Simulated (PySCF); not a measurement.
**C₄H₇FOSi: density, localisation and related maps**

```xyz
14

O    -1.6992   -1.0524   -0.1109
C    -1.0295   -0.0736   -0.3394
Si   -1.8473    1.6253   -0.7380
C     0.4910   -0.0994   -0.3279
C     1.0530   -1.3180    0.3232
C     1.9423   -1.3004    1.2979
F     2.4685   -0.1513    1.7675
H    -1.0508    2.2515   -1.7946
H    -1.7701    2.4176    0.4881
H    -3.2211    1.3828   -1.1564
H     0.7896   -0.0618   -1.3815
H     0.8602    0.8090    0.1516
H     0.6623   -2.2679   -0.0057
H     2.3505   -2.1618    1.8038
```

Geometry: GFN2-xTB.

Theory: PBE0/def2-SVPD, SCF density, gas phase in PySCF 2.14.0.

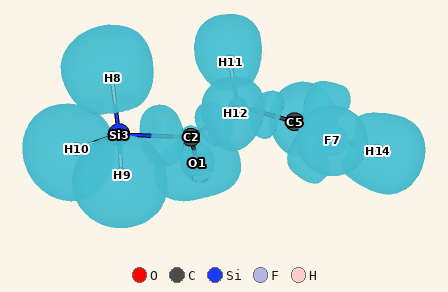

Figure 1. Isosurface of the electron localisation function at 0.75 (cyan), seen from one side. Core shells and regions of very low density are left out.

Describe the localisation domains.

Answer. At this value the surface marks out three regions between bonded C–C atoms (shared pairs), one region between bonded C–Si atoms (shared pairs), seven regions around hydrogen nuclei, one region on F in which the atom's valence shell and bonds are merged and one region on O in which the atom's valence shell and bonds are merged. Along the contacts the grid gives the following. C–O (1.21 Å): the ELF peaks at about 0.85 between the atoms (a multiple bond). C–C (1.32 Å): the ELF peaks at about 0.90 between the atoms; a multiple bond.

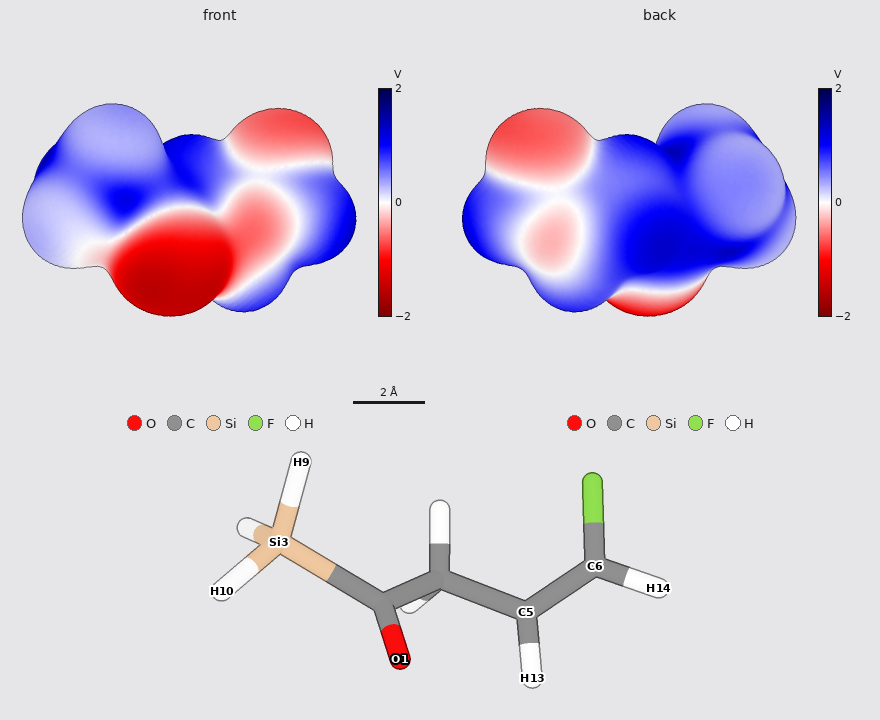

Figure 2. The electrostatic potential painted on the density surface at 0.002 e/bohr³, seen from the front and from behind; red is negative and blue positive. The bare structure is drawn below in the same view.

Describe the electrostatic potential map.

Answer. The most negative region (about −1.5 V, or −35 kcal/mol for a unit charge) lies over O1, the most positive (about +1.4 V, or +32 kcal/mol for a unit charge) over Si3. O1 is the likeliest acceptor of a hydrogen bond.

What dipole moment does the calculation give?

Answer. Its dipole moment is 1.60 D.

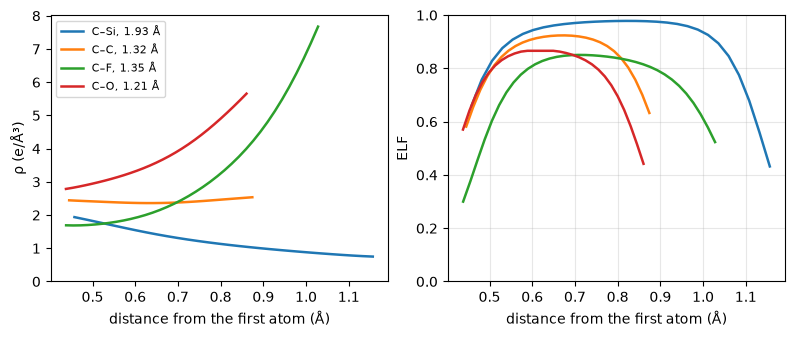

Figure 3. Electron density and electron localisation function along straight lines between neighbouring atoms. The curves leave out the atomic cores.

What kind of bonding do the profiles show?

Answer. C–Si (1.93 Å): ρ at the midpoint is about 0.92 e/Å³; the ELF peaks at about 1 between the atoms, as expected for a covalent bond.
C–C (1.32 Å): ρ at the midpoint is about 2.4 e/Å³; the ELF peaks at about 0.90 between the atoms; a short, multiple covalent bond.
C–F (1.35 Å): the density is about 2.2 e/Å³ at the midpoint, with its minimum of 1.7 e/Å³ about 0.5 Å from C; the ELF peaks at about 0.85 between the atoms; a shared but strongly polarised pair.
C–O (1.21 Å): ρ is about 3.3 e/Å³ halfway; the ELF peaks at about 0.85 between the atoms: a multiple bond.
